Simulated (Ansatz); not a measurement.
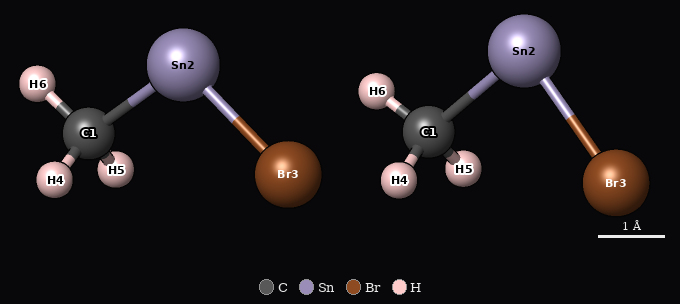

Two geometries of CH$_{3}$BrSn (coarse preliminary run), drawn at one scale. One is the start of a relaxation, the other its converged end. Style: ball-and-stick. Shown from a free direction.

These are results of RKS PBE-D4/def2-SVP (Ansatz 0.2.0), not measurements. Settings: force threshold 0.03 eV/Å; at most 200 steps.

Which geometry has the lower energy?

The right one is the relaxed one. The start comes from a force field. The atom that moves furthest after the best rigid fit is Br3 (0.27 Å). Largest moves by element: Br 0.27 Å, Sn 0.21 Å, H 0.13 Å, C 0.03 Å. Among the contacts that change: C1–Sn2 2.098 → 2.221 Å, Sn2–Br3 2.500 → 2.575 Å, C1–H6 1.183 → 1.109 Å, C1–H4 1.067 → 1.110 Å. Among the angles between lasting bonds that change: C1–Sn2–Br3 107.5° → 94.1°, Sn2–C1–H5 113.5° → 109.1°, H5–C1–H6 105.8° → 109.6°. After 5 geometry steps the energy has fallen by 0.328 eV. Largest force component: 2.8 eV/Å at the start, 0.011 eV/Å at the end.
